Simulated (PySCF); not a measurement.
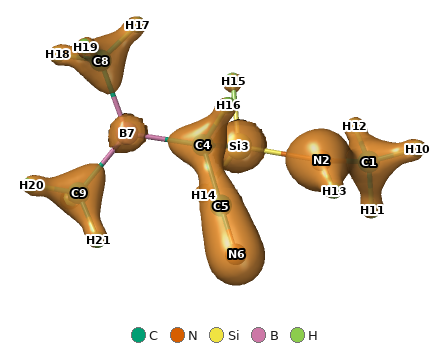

The picture shows: C5H13BN2Si (SMILES CN[SiH2][C@H](C#N)B(C)C). Isosurface of the electron density at 1.5 e/Å³ (orange), seen at a tilt.

Geometry: GFN2-xTB.

Computed with CAM-B3LYP/6-31G*, SCF density, gas phase, non-relativistic in PySCF.

```json
{"atom": "C", "x (Å)": "3.7184", "y (Å)": "0.0147", "z (Å)": "-0.2292"}
{"atom": "N", "x (Å)": "2.4113", "y (Å)": "-0.1724", "z (Å)": "0.3554"}
{"atom": "Si", "x (Å)": "0.9581", "y (Å)": "0.1484", "z (Å)": "-0.4901"}
{"atom": "C", "x (Å)": "-0.4095", "y (Å)": "-0.1776", "z (Å)": "0.8311"}
{"atom": "C", "x (Å)": "-0.2119", "y (Å)": "-1.4984", "z (Å)": "1.3177"}
{"atom": "N", "x (Å)": "-0.0429", "y (Å)": "-2.5653", "z (Å)": "1.7049"}
{"atom": "B", "x (Å)": "-1.7826", "y (Å)": "0.0759", "z (Å)": "0.1244"}
{"atom": "C", "x (Å)": "-2.3907", "y (Å)": "1.5308", "z (Å)": "0.1496"}
{"atom": "C", "x (Å)": "-2.5135", "y (Å)": "-1.0830", "z (Å)": "-0.6532"}
{"atom": "H", "x (Å)": "4.4549", "y (Å)": "0.2066", "z (Å)": "0.5523"}
{"atom": "H", "x (Å)": "4.0435", "y (Å)": "-0.8546", "z (Å)": "-0.8085"}
{"atom": "H", "x (Å)": "3.6820", "y (Å)": "0.8725", "z (Å)": "-0.8960"}
{"atom": "H", "x (Å)": "2.4116", "y (Å)": "-0.9178", "z (Å)": "1.0383"}
{"atom": "H", "x (Å)": "0.6896", "y (Å)": "-0.6571", "z (Å)": "-1.6926"}
{"atom": "H", "x (Å)": "0.9653", "y (Å)": "1.5699", "z (Å)": "-0.8482"}
{"atom": "H", "x (Å)": "-0.2153", "y (Å)": "0.5201", "z (Å)": "1.6495"}
{"atom": "H", "x (Å)": "-1.6445", "y (Å)": "2.3100", "z (Å)": "0.2928"}
{"atom": "H", "x (Å)": "-2.9612", "y (Å)": "1.7684", "z (Å)": "-0.7459"}
{"atom": "H", "x (Å)": "-3.0894", "y (Å)": "1.6126", "z (Å)": "0.9837"}
{"atom": "H", "x (Å)": "-3.5982", "y (Å)": "-1.0138", "z (Å)": "-0.5942"}
{"atom": "H", "x (Å)": "-2.2211", "y (Å)": "-2.0798", "z (Å)": "-0.3293"}
{"atom": "H", "x (Å)": "-2.2644", "y (Å)": "-1.0097", "z (Å)": "-1.7132"}
```

Question: Which contacts does the surface bridge?

Answer: At this value the surface falls into eight separate pieces. It bridges the sampled C–N (1.15 Å) and C–C (1.42 Å) contacts, where the density stays above the isovalue. It is pinched off along the sampled C–B (1.56 Å) and Si–N (1.71 Å) contacts. On the grid the lowest density along these lines, outside the cores, is 3.2 e/Å³ (C–N, 1.15 Å), 1.9 e/Å³ (C–C, 1.42 Å), 1.2 e/Å³ (C–B, 1.56 Å) and 0.96 e/Å³ (Si–N, 1.71 Å).
